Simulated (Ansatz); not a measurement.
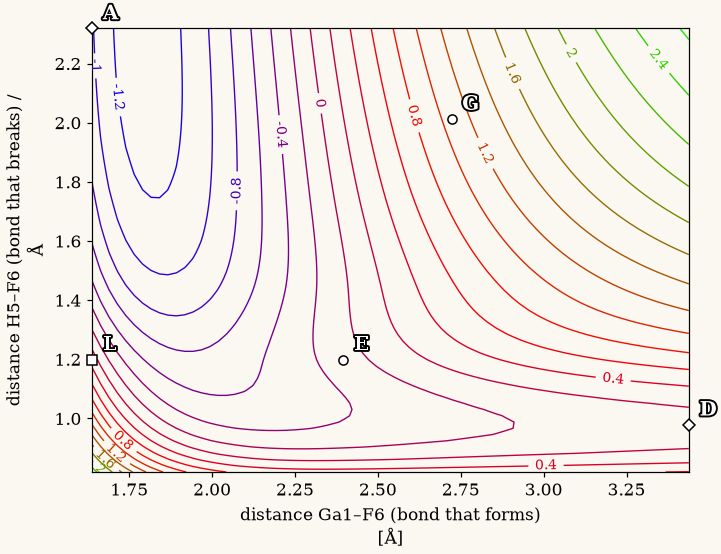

The reacting system FGaH₅N (fragments GaH₄N + FH where the first distance is long, FGaH₅N where the second is long). 
- First axis: distance Ga1–F6 (bond that forms). Second axis: distance H5–F6 (bond that breaks).
- Relaxed at each point: all other coordinates.
- Grid: 7 × 7 points.
- Points are written as (first, second).
- All energies are given in eV relative to a guessed transition structure relaxed with its forming and breaking bonds held.
- The reference is spin-restricted, so regions where a bond is pulled apart into radicals lie too high.
- Computed with Ansatz, RKS r2SCAN0-D4/def2-SVP.

In the figure: contour lines labelled in eV, lettered points. Between grid points the surface is interpolated.

> Rank the lettered points by energy, lowest first.

A (−0.98 eV), E (−0.10 eV), D (0.12 eV), L (0.31 eV), G (1.07 eV).
